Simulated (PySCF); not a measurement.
**AlF3: density, localisation and related maps**

The calculation's input:

```
{"job": {"kind": "sp", "xc": "PBE0", "basis": "def2-TZVP", "d3": "d3bj", "grid": 2}, "charge": 0, "multiplicity": 1}
F     -0.815298    -1.420323    -0.011407
Al     0.005554     0.002653    -0.011373
F      1.648311     0.003453    -0.011152
F     -0.818424     1.423788    -0.011531
```

Run with:

```sh
OMP_NUM_THREADS=1 python redox_run.py task.json out
```

Geometry: PBE0-D3(BJ)/def2-SVP.

These are results of DFT single point, gas phase, functional PBE0 in PySCF, not measurements.

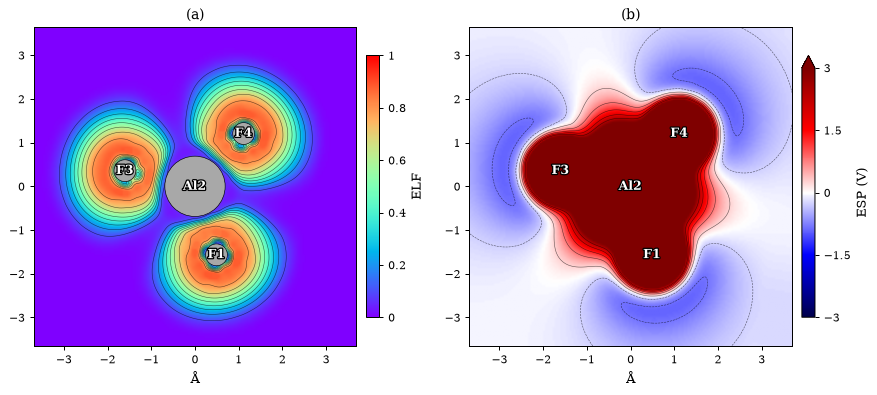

Figure 1. (a) ELF; (b) electrostatic potential on the molecular plane. Grey discs cover the atomic cores in the ELF map.

Q: What does the map show?

A:
- The plane passes through F and Al nuclei.
- Al–F (1.64 Å): the ELF peaks at about 0.85 in the valence shell of F, 0.5 Å from its nucleus, and is about 0.35 at the midpoint.
- The ELF also peaks beside F1, F3 and F4, away from the bonds: lone-pair regions.
- Outside the dense part of the molecule the potential is most negative (−0.9 V) near F1, F3 and F4.

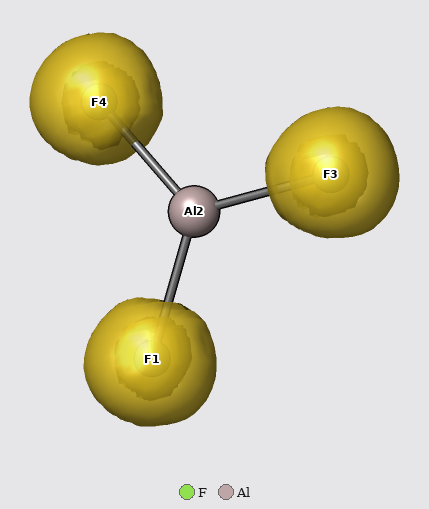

Figure 2. Isosurface of the ELF at 0.8 (yellow), seen at a tilt. Only the valence region is drawn (cores and ρ < 0.01 e/Å³ removed).

Q: Describe the localisation domains.

A: At this value the surface marks out three regions wrapped around F (the valence shell of each).

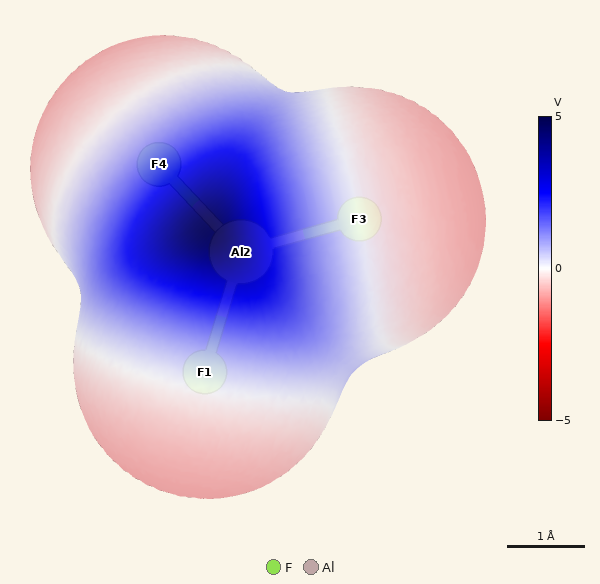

Figure 3. The electrostatic potential painted on the density surface at 0.001 e/bohr³, seen at a tilt; the colour scale runs from red (negative) to blue (positive).

Q: Where is the surface potential most negative and most positive?

A: The most negative region (about −0.8 V) lies over F1, F3 and F4, the most positive (about +4.7 V) over Al2.

Q: What dipole moment does the calculation give?

A: Its dipole moment is zero.
